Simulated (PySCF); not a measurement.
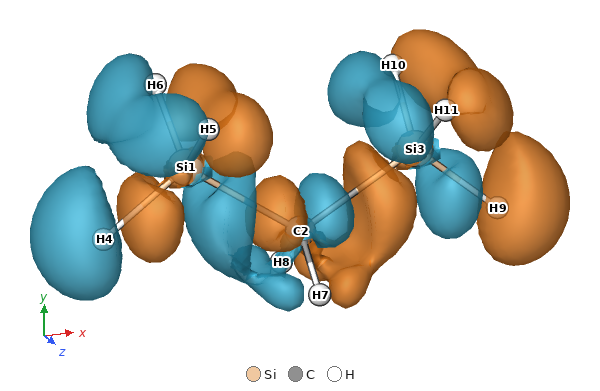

Figure. CH$_{8}$Si$_{2}$, SMILES `[SiH3]C[SiH3]`. Change of the electron density in a uniform field of 0.21 V/Å, surfaces at ±0.002 e/Å³ (light blue: gain, orange: loss).

Level of theory: PBE/def2-TZVP (PySCF), at a geometry from GFN2-xTB. No frequency check shows the geometry to be a minimum. A basis without diffuse functions makes polarisabilities too small.

### Along which Cartesian direction does the field point?

Along +x: electrons gather on the −x side, against the field.

### What dipole is induced, and what polarisability does it imply?

The induced dipole is 0.83 D (along the field); α along this axis, from the fields in both directions, is 82 bohr³ (12.1 Å³).

### Which atoms gain and lose the most charge?

Electrons gather most on H4 (Hirshfeld charge changes by −0.011 e) and leave H9 most (+0.011 e); 0.064 electrons are displaced in all.
